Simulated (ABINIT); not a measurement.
## CsCaH3 (Pm-3m): a self-consistent loop beyond G0W0, cycle by cycle

Wanted: G0W0 and self-consistent gaps of CsCaH3 (Pm-3m), with the cost of the cycles.

Calculated with ABINIT 10.8.3; LDA and many-body steps on it, plane waves.

## 1. Set-up

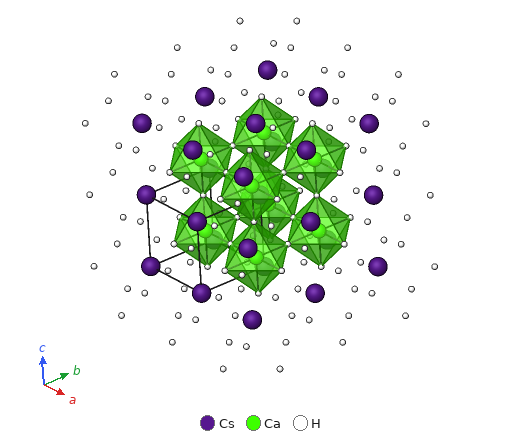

The cell as given, from a free direction (caesium purple, calcium green, hydrogen white). 2×2×2 cells are drawn. Some periodic images of atoms are drawn too.

The cell and positions are those that the Materials Project relaxed with its own functionals (PBE, PBE+U or r2SCAN), kept fixed. Spin-orbit coupling is left out unless a step names it.

## 2. Empty states on the mesh, 2×2×2 mesh, 82 bands

This step: ABINIT 10.8.3; DFT, LDA, plane waves, norm-conserving pseudopotentials.

The sums over transitions need many empty states on a uniform mesh; this step solves for them.

run.abi

```
acell 3*1.0 Angstrom
rprim 
  4.621186000000 0.000000000000 0.000000000000
  0.000000000000 4.621186000000 0.000000000000
  0.000000000000 0.000000000000 4.621186000000
ntypat 3
znucl 55 20 1
natom 5
typat 1 2 3 3 3
xred 
  0.000000000000 0.000000000000 0.000000000000
  0.500000000000 0.500000000000 0.500000000000
  0.500000000000 0.000000000000 0.500000000000
  0.000000000000 0.500000000000 0.500000000000
  0.500000000000 0.500000000000 0.000000000000
pp_dirpath "pseudos"
pseudos "Cs.upf, Ca.upf, H.upf"
ecut 31
ngkpt 2 2 2
nshiftk 1
shiftk 0 0 0
kptopt 1
chksymbreak 0
iscf -2
irdden 1
istwfk *1
nband 82
nbdbuf 6
tolwfr 1e-09
nstep 60
prtvol 0
indata_prefix "in"
outdata_prefix "out"
tmpdata_prefix "tmp"
```

Run with:

```sh
$ OMP_NUM_THREADS=1 mpirun -n 4 abinit run.abi > log
```

Numbers of over 12 decimals in the logs are rounded to 6 here.

The log of the run:

```text
.Version 10.8.3 of ABINIT. v10.8.2 released Aug 2026.

 Symmetries : space group Pm -3 m (#221); Bravais cP (primitive cubic)
[... echo of the input left out ...]
== DATASET  1 ==================================================================
-   mpi_nproc: 4, omp_nthreads: 1 (-1 if OMP is not activated)

--- !DatasetInfo
iteration_state: {dtset: 1, }
dimensions: {natom: 5, nkpt: 4, mband: 82, nsppol: 1, nspinor: 1, nspden: 1, mpw: 5520, }
cutoff_energies: {ecut:  31.0, pawecutdg:  -1.0, }
[...]
1.19941    1.19941    1.20418    1.20418    1.22215    1.22684    1.22684    1.22684
   1.26627    1.37085    1.42396    1.42396    1.42396    1.42733    1.42733    1.42734
   1.43358    1.43676
 prteigrs : prtvol=0 or 1, do not print more k-points.

== END DATASET(S) ==============================================================
================================================================================

 -outvars: echo values of variables after computation  --------
            nband          82
             nkpt           4
          spgroup         221
 [... the other variables as echoed above ...]

 Calculation completed.
```

The job ended after 22 s (4 MPI ranks of Arm Neoverse V2, shared host; peak memory 0.31 GiB).

This step gave:

```yaml
gap: 2.810 eV
k_of_the_valence_top: 0.5, 0.5, 0
k_of_the_conduction_bottom: 0.5, 0.5, 0
least_direct_gap: 2.810 eV
k_points_computed: 4
lowest_point_of_the_top_converged_band_above_the_valence_top: 36.12 eV
```

On this mesh the gap is 2.810 eV.

The density comes from a self-consistent run that is not shown.

## 3. Screening, 2×2×2 mesh, 76 bands, screening to 106.1 eV

The RPA dielectric matrix is built and inverted for each q.

This step: RPA screening on LDA, plane waves, norm-conserving pseudopotentials.

Edit run.abi of step 2 so:

```diff
@@ -23,10 +23,11 @@
 chksymbreak 0
-iscf -2
-irdden 1
 istwfk *1
-nband 82
-nbdbuf 6
-tolwfr 1e-09
-nstep 60
-prtvol 0
+occopt 1
+irdwfk 1
+optdriver 3
+nband 76
+ecuteps 3.9
+inclvkb 2
+awtr 1
+symchi 1
 indata_prefix "in"
```

The log of the run:

```text
.Version 10.8.3 of ABINIT. v10.8.2 released Aug 2026.

 Symmetries : space group Pm -3 m (#221); Bravais cP (primitive cubic)
[... echo of the input left out ...]
== DATASET  1 ==================================================================
-   mpi_nproc: 4, omp_nthreads: 1 (-1 if OMP is not activated)

--- !DatasetInfo
iteration_state: {dtset: 1, }
dimensions: {natom: 5, nkpt: 4, mband: 76, nsppol: 1, nspinor: 1, nspden: 1, mpw: 5520, }
cutoff_energies: {ecut:  31.0, pawecutdg:  -1.0, }
electrons: {nelect:   2.20000000E+01, charge:   0.00000000E+00, occopt:   1.00000000E+00, tsmear:   1.00000000E-02, }

 SCREENING: Calculation of the susceptibility and dielectric matrices

 Based on a program developped by R.W. Godby, V. Olevano, G. Onida, and L. Reining.
 Incorporated in ABINIT by V. Olevano, G.-M. Rignanese, and M. Torrent.
.Using double precision arithmetic ; gwpc =  8

[... cell and pseudopotentials left out ...]
--------------------------------------------------------------------------------

 ==== K-mesh for the wavefunctions ====
 Number of points in the irreducible wedge :     4
[... list of points left out ...]
 Together with 48 symmetry operations and time-reversal symmetry
 yields     8 points in the full Brillouin Zone.

 ==== Q-mesh for the screening function ====
 Number of points in the irreducible wedge :     4
[... list of points left out ...]
 Together with 48 symmetry operations and time-reversal symmetry
 yields     8 points in the full Brillouin Zone.

 setmesh: FFT mesh size selected  =    30x   30x   30
          total number of points  =        27000

 vcoul_init : cutoff-mode = AUXILIARY_FUNCTION
 q-points for optical limit:   1
     1)      0.000010    0.000020    0.000030

- screening: taking advantage of time-reversal symmetry
- Maximum band index for partially occupied states nbvw = 11
- Remaining bands to be divided among processors   nbcw = 65
- Number of bands treated by each node ~16

 Number of electrons calculated from density =   22.0000; Expected =   22.0000
 average of density, n =  0.033034
 r_s =    1.9334
 omega_plasma =   17.5323 [eV]

 calculating chi0 at frequencies [eV] :
  1    0.000000E+00    0.000000E+00
  2    0.000000E+00    1.753228E+01

--------------------------------------------------------------------------------
  q-point number  1        q = ( 0.000000, 0.000000, 0.000000) [r.l.u.]
--------------------------------------------------------------------------------
[... chi0 elements left out ...]
 For q-point:  0.000010 0.000020 0.000030
  dielectric constant =   4.3352
  dielectric constant without local fields =   4.8922

  Average fulfillment of the sum rule on Im[epsilon] for q-point    1 :     65.36  [%]
[... wings left out ...]
  q-point number  2        q = ( 0.500000, 0.000000, 0.000000) [r.l.u.]
--------------------------------------------------------------------------------
[... chi0 elements left out ...]
  Average fulfillment of the sum rule on Im[epsilon] for q-point    2 :     74.74  [%]

 [... 2 further q-points ...]
```

The job ended after 6 s (4 MPI ranks; peak memory 0.61 GiB; 24 s of CPU time).

Numbers from this step:

| Quantity | Value |
| --- | --- |
| ε∞ with local fields, on this mesh, along the program's q direction | 4.335 |
| the same without local fields | 4.892 |
| plasma frequency | 17.53 eV |
| plane waves in the screening matrix | 251 |

Local fields lower ε∞ by 11 %. On a Γ-centred mesh this coarse the value itself is usually too large, while a short band sum pulls it down.

## 4. G0W0

The self-energy is evaluated for the states that the input lists, and the levels follow from it, in one-shot runs by the linearised quasiparticle equation.

This step: G0W0 on LDA, plane waves, norm-conserving pseudopotentials.

Edit run.abi of step 3 so:

```diff
@@ -26,8 +26,17 @@
 irdwfk 1
-optdriver 3
+optdriver 4
 nband 76
+gwcalctyp 0
+ecutsigx 31
+symsigma 1
+nkptgw 2
+kptgw 
+  0.5000000000 0.5000000000 0.0000000000
+  0.0000000000 0.0000000000 0.0000000000
+bdgw 
+  10 14
+  10 14
 ecuteps 3.9
-inclvkb 2
-awtr 1
-symchi 1
+irdscr 1
+ppmodel 1
 indata_prefix "in"
```

The log of the run:

```text
.Version 10.8.3 of ABINIT. v10.8.2 released Aug 2026.

 Symmetries : space group Pm -3 m (#221); Bravais cP (primitive cubic)
[... echo of the input left out ...]
== DATASET  1 ==================================================================
-   mpi_nproc: 4, omp_nthreads: 1 (-1 if OMP is not activated)

--- !DatasetInfo
iteration_state: {dtset: 1, }
dimensions: {natom: 5, nkpt: 4, mband: 76, nsppol: 1, nspinor: 1, nspden: 1, mpw: 5520, }
cutoff_energies: {ecut:  31.0, pawecutdg:  -1.0, }
electrons: {nelect:   2.20000000E+01, charge:   0.00000000E+00, occopt:   1.00000000E+00, tsmear:   1.00000000E-02, }

 SIGMA: Calculation of the GW corrections

 Based on a program developped by R.W. Godby, V. Olevano, G. Onida, and L. Reining.
 Incorporated in ABINIT by V. Olevano, G.-M. Rignanese, and M. Torrent.
.Using double precision arithmetic ; gwpc =  8

[... cell and pseudopotentials left out ...]
--------------------------------------------------------------------------------

 ==== K-mesh for the wavefunctions ====
 Number of points in the irreducible wedge :     4
[... list of points left out ...]
 Together with 48 symmetry operations and time-reversal symmetry
 yields     8 points in the full Brillouin Zone.

 ==== Q-mesh for screening function ====
 Number of points in the irreducible wedge :     4
[... list of points left out ...]
 Together with 48 symmetry operations and time-reversal symmetry
 yields     8 points in the full Brillouin Zone.

 vcoul_init : cutoff-mode = AUXILIARY_FUNCTION
 q-points for optical limit:   1
     1)      0.000010    0.000020    0.000030
 setmesh: FFT mesh size selected  =    45x   45x   45
          total number of points  =        91125

 Number of electrons calculated from density =   22.0000; Expected =   22.0000
 average of density, n =  0.033034
 r_s =    1.9334
 omega_plasma =   17.5323 [eV]

 === KS Band Gaps ===
  >>>> For spin  1
   Minimum direct gap =   2.8099 [eV], located at k-point      :   0.5000  0.5000  0.0000
   Fundamental gap    =   2.8099 [eV], Top of valence bands at :   0.5000  0.5000  0.0000
                                       Bottom of conduction at :   0.5000  0.5000  0.0000
 SIGMA fundamental parameters:
 PLASMON POLE MODEL  1
 number of plane-waves for SigmaX                 5449
 number of plane-waves for SigmaC and W            251
 number of plane-waves for wavefunctions          5449
 number of bands                                    76
 number of independent spin polarizations            1
 number of spinorial components                      1
 number of k-points in IBZ                           4
 number of q-points in IBZ                           4
 number of symmetry operations                      48
 number of k-points in BZ                            8
 number of q-points in BZ                            8
 number of frequencies for dSigma/dE                 9
 frequency step for dSigma/dE [eV]                0.25
 number of omega for Sigma on real axis              0
 max omega for Sigma on real axis  [eV]           0.00
 zcut for avoiding poles [eV]                     0.10

 EPSILON^-1 parameters (SCR file):
 dimension of the eps^-1 matrix on file            251
 dimension of the eps^-1 matrix used               251
 number of plane-waves for wavefunctions          5449
 number of bands                                    76
 number of q-points in IBZ                           4
 number of frequencies                               2
 number of real frequencies                          1
 number of imag frequencies                          1

 matrix elements of self-energy operator (all in [eV])

 Perturbative Calculation

--- !SelfEnergy_ee
iteration_state: {dtset: 1, }
kpoint     : [   0.500,    0.500,    0.000, ]
spin       : 1
KS_gap     :    2.810
QP_gap     :    5.084
Delta_QP_KS:    2.274
data: !SigmaeeData |
     Band     E0 <VxcDFT>   SigX SigC(E0)      Z dSigC/dE  Sig(E)    E-E0       E
       10   1.393 -10.765 -14.152   2.173   0.781  -0.281 -11.713  -0.947   0.446
       11   1.393 -10.765 -14.152   2.173   0.781  -0.281 -11.713  -0.947   0.446
       12   4.203  -8.802  -3.896  -3.288   0.820  -0.219  -7.475   1.327   5.530
       13   5.627 -10.663  -4.769  -3.634   0.809  -0.236  -8.834   1.829   7.456
       14   5.627 -10.663  -4.769  -3.634   0.809  -0.236  -8.834   1.829   7.456

--- !SelfEnergy_ee
iteration_state: {dtset: 1, }
kpoint     : [   0.000,    0.000,    0.000, ]
spin       : 1
KS_gap     :    6.031
QP_gap     :    9.139
Delta_QP_KS:    3.108
data: !SigmaeeData |
     Band     E0 <VxcDFT>   SigX SigC(E0)      Z dSigC/dE  Sig(E)    E-E0       E
       10   0.726 -10.488 -13.531   2.083   0.776  -0.288 -11.233  -0.745  -0.019
       11   0.726 -10.488 -13.531   2.083   0.776  -0.288 -11.233  -0.745  -0.019
       12   6.757 -12.781  -5.761  -4.052   0.796  -0.256 -10.418   2.363   9.120
       13   6.757 -12.781  -5.761  -4.052   0.796  -0.256 -10.418   2.363   9.120
       14   6.757 -12.781  -5.761  -4.052   0.796  -0.256 -10.418   2.363   9.120

== END DATASET(S) ==============================================================
================================================================================

 -outvars: echo values of variables after computation  --------
           etotal      0.0000000000E+00
            nband          76
             nkpt           4
          spgroup         221
 [... the other variables as echoed above ...]

 Calculation completed.
```

Run time: 5.3 s. Hardware: 4 MPI ranks; peak memory 0.63 GiB; 21 s of CPU time.

This step gave:

* G0W0 gap on the points computed: 5.084 eV
* starting gap on the mesh: 2.810 eV
* k of the valence top: 0.5, 0.5, 0
* k of the conduction bottom: 0.5, 0.5, 0
* Z at the valence top: 0.781
* Z at the conduction bottom: 0.82
* least direct G0W0 gap on the computed points: 5.084 eV

The gap on the mesh goes from 2.81 eV to 5.08 eV, a correction of +2.27 eV.

## 5. evGW0, cycle 1

This step: evGW0 on LDA, plane waves, norm-conserving pseudopotentials.

Edit run.abi of step 4 so:

```diff
@@ -28,12 +28,16 @@
 nband 76
-gwcalctyp 0
+gwcalctyp 10
 ecutsigx 31
 symsigma 1
-nkptgw 2
+nkptgw 4
 kptgw 
+  0.0000000000 0.0000000000 0.0000000000
+  0.5000000000 0.0000000000 0.0000000000
   0.5000000000 0.5000000000 0.0000000000
-  0.0000000000 0.0000000000 0.0000000000
+  0.5000000000 0.5000000000 0.5000000000
 bdgw 
-  10 14
-  10 14
+  6 23
+  6 23
+  6 23
+  6 23
 ecuteps 3.9
```

The log of the run:

```text
.Version 10.8.3 of ABINIT. v10.8.2 released Aug 2026.

 Symmetries : space group Pm -3 m (#221); Bravais cP (primitive cubic)
[... echo of the input left out ...]
== DATASET  1 ==================================================================
-   mpi_nproc: 4, omp_nthreads: 1 (-1 if OMP is not activated)

--- !DatasetInfo
iteration_state: {dtset: 1, }
dimensions: {natom: 5, nkpt: 4, mband: 76, nsppol: 1, nspinor: 1, nspden: 1, mpw: 5520, }
cutoff_energies: {ecut:  31.0, pawecutdg:  -1.0, }
electrons: {nelect:   2.20000000E+01, charge:   0.00000000E+00, occopt:   1.00000000E+00, tsmear:   1.00000000E-02, }

 SIGMA: Calculation of the GW corrections

 Based on a program developped by R.W. Godby, V. Olevano, G. Onida, and L. Reining.
 Incorporated in ABINIT by V. Olevano, G.-M. Rignanese, and M. Torrent.
.Using double precision arithmetic ; gwpc =  8

[... cell and pseudopotentials left out ...]
--------------------------------------------------------------------------------

 ==== K-mesh for the wavefunctions ====
 Number of points in the irreducible wedge :     4
[... list of points left out ...]
 Together with 48 symmetry operations and time-reversal symmetry
 yields     8 points in the full Brillouin Zone.

 ==== Q-mesh for screening function ====
 Number of points in the irreducible wedge :     4
[... list of points left out ...]
 Together with 48 symmetry operations and time-reversal symmetry
 yields     8 points in the full Brillouin Zone.

 vcoul_init : cutoff-mode = AUXILIARY_FUNCTION
 q-points for optical limit:   1
     1)      0.000010    0.000020    0.000030
 setmesh: FFT mesh size selected  =    45x   45x   45
          total number of points  =        91125

 Number of electrons calculated from density =   22.0000; Expected =   22.0000
[...]
--- !SelfEnergy_ee
iteration_state: {dtset: 1, }
kpoint     : [   0.500,    0.500,    0.000, ]
spin       : 1
KS_gap     :    2.810
QP_gap     :    5.084
Delta_QP_KS:    2.274
data: !SigmaeeData |
     Band     E_DFT   <VxcDFT>   E(N-1)  <Hhartree>   SigX  SigC[E(N-1)]    Z     dSigC/dE  Sig[E(N)]  DeltaE  E(N)_pert E(N)_diago
[...]
--- !SelfEnergy_ee
iteration_state: {dtset: 1, }
kpoint     : [   0.500,    0.500,    0.500, ]
spin       : 1
KS_gap     :    5.060
QP_gap     :    7.942
Delta_QP_KS:    2.882
data: !SigmaeeData |
     Band     E_DFT   <VxcDFT>   E(N-1)  <Hhartree>   SigX  SigC[E(N-1)]    Z     dSigC/dE  Sig[E(N)]  DeltaE  E(N)_pert E(N)_diago
[...]
22    10.886   -12.209    10.886    23.095    -5.274    -4.176     0.785    -0.274   -10.044     2.165    13.051    13.644
       23    10.886   -12.209    10.886    23.095    -5.274    -4.176     0.785    -0.274   -10.044     2.165    13.051    13.644

 New Fermi energy :        1.102528E-01 Ha ,    3.000130E+00 eV

 === QP Band Gaps ===
  >>>> For spin  1
   Minimum direct gap =   5.6409 [eV], located at k-point      :   0.5000  0.5000  0.0000
   Fundamental gap    =   5.6409 [eV], Top of valence bands at :   0.5000  0.5000  0.0000
                                       Bottom of conduction at :   0.5000  0.5000  0.0000

 writing QP data on file : out_QPS

 Convergence of QP corrections
 >>>>> For spin  1 <<<<<
.  kptgw no:  1; Maximum DeltaE = (  -1.061   0.002) for band index:  9
.  kptgw no:  2; Maximum DeltaE = (   1.124   0.000) for band index: 16
.  kptgw no:  3; Maximum DeltaE = (  -0.947   0.000) for band index: 11
.  kptgw no:  4; Maximum DeltaE = (   1.916   0.000) for band index: 12

== END DATASET(S) ==============================================================
================================================================================

 -outvars: echo values of variables after computation  --------
           etotal      0.0000000000E+00
            nband          76
             nkpt           4
          spgroup         221
 [... the other variables as echoed above ...]

 Calculation completed.
```

The job ended after 23 s (4 MPI ranks; peak memory 1.1 GiB; 92 s of CPU time).

This step gave:

```
quasiparticle gap on the mesh                         : 5.641 eV
gap of the density functional on the mesh             : 2.810 eV
k of the valence top                                  : 0.5, 0.5, 0
k of the conduction bottom                            : 0.5, 0.5, 0
Z at the valence top                                  : 0.781
Z at the conduction bottom                            : 0.82
least direct quasiparticle gap on the computed points : 5.641 eV
```

Against G0W0 in ABINIT (2×2×2 mesh, 76 bands, screening to 106.1 eV, Godby-Needs plasmon pole), the gap moves by +0.557 eV. This first cycle still uses the starting levels; it takes the full correction, at all points of the mesh, and its linearised value is 5.084 eV.

## 6. evGW0, cycle 2

The corrected levels of the last cycle go back in.

Edit run.abi of step 5 so:

```diff
@@ -45,2 +45,3 @@
 ppmodel 1
+irdqps 1
 indata_prefix "in"
```

The log of the run:

```text
.Version 10.8.3 of ABINIT. v10.8.2 released Aug 2026.

 Symmetries : space group Pm -3 m (#221); Bravais cP (primitive cubic)
[... echo of the input left out ...]
== DATASET  1 ==================================================================
-   mpi_nproc: 4, omp_nthreads: 1 (-1 if OMP is not activated)

--- !DatasetInfo
iteration_state: {dtset: 1, }
dimensions: {natom: 5, nkpt: 4, mband: 76, nsppol: 1, nspinor: 1, nspden: 1, mpw: 5520, }
cutoff_energies: {ecut:  31.0, pawecutdg:  -1.0, }
[...]
.  kptgw no:  2; Maximum DeltaE = (  -0.155   0.000) for band index: 18
.  kptgw no:  3; Maximum DeltaE = (  -0.045   0.000) for band index: 18
.  kptgw no:  4; Maximum DeltaE = (  -0.058   0.000) for band index: 12

== END DATASET(S) ==============================================================
================================================================================

 -outvars: echo values of variables after computation  --------
           etotal      0.0000000000E+00
            nband          76
             nkpt           4
          spgroup         221
 [... the other variables as echoed above ...]

 Calculation completed.
```

It took 23 s on 4 MPI ranks; peak memory 1.1 GiB.

Numbers from this step:

* quasiparticle gap on the mesh: 5.484 eV
* gap of the density functional on the mesh: 2.810 eV
* k of the valence top: 0.5, 0.5, 0
* k of the conduction bottom: 0.5, 0.5, 0
* least direct quasiparticle gap on the computed points: 5.484 eV

Against the cycle before, the gap moves by −0.157 eV.

(Part 1 of 3 ends here.)

[Paths, hosts, dates, memory and timing lines, banners, echoed tables and standing remarks are left out of the program output.]

[Logs are printed without paths, hosts, clocks, repeated set-up lines and the standing remarks that a program may print on its own settings, such as how far it seeks lower states.]

[Runs of the session that timed out or met a known fault of the program may be left out.]

[Hosts, paths, dates, database ids (printed as entryN), source tags and the programs' standing remarks are cut or masked in the printed files.]

[G0W0 gaps are taken among the corrected bands and points alone; a level outside them can change the order at an edge.]

[Where Ansatz stands beside ABINIT at settings called matched, ABINIT's density can come from a denser mesh and the files from another edition; pairs whose starting gaps differed by over 0.03 eV were left out, so agreement reads better than it is.]
